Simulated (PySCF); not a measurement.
SMILES C=C[CH2][Ge]([F])([F])[F] at its B3LYP/def2-SVP optimised geometry (Å):

```
12

C      0.2376     1.5556    -1.4688
C     -0.5224     0.4687    -1.3061
C     -0.7300    -0.2429     0.0000
Ge     0.0727    -2.0159     0.0000
F     -0.3852    -2.9672     1.3676
F     -0.3911    -2.9371    -1.3861
F      1.7990    -2.0159     0.0000
H      0.7739     2.0159    -0.6324
H      0.3501     2.0250    -2.4494
H     -1.0352     0.0360    -2.1734
H     -0.2960     0.3052     0.8507
H     -1.7990    -0.4136     0.2128
```

Computed with B3LYP/def2-TZVP run with PySCF. Cells within 0.4 Å of a nucleus heavier than hydrogen are left out (blank, or x).

Map of the electron localisation function on the plane z = 1.0 Å:

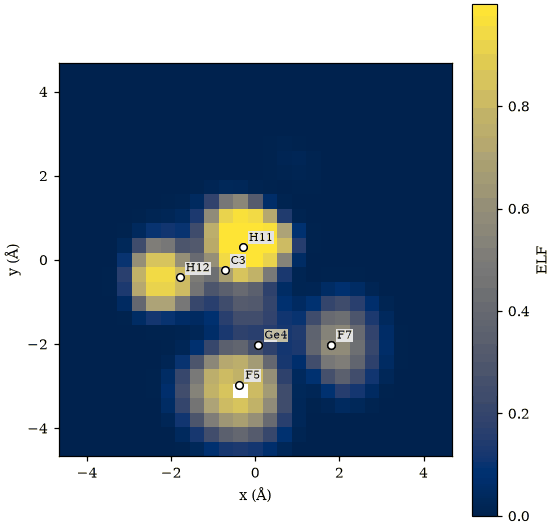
Figure. Electron localisation function on the plane z = 1.0 Å.
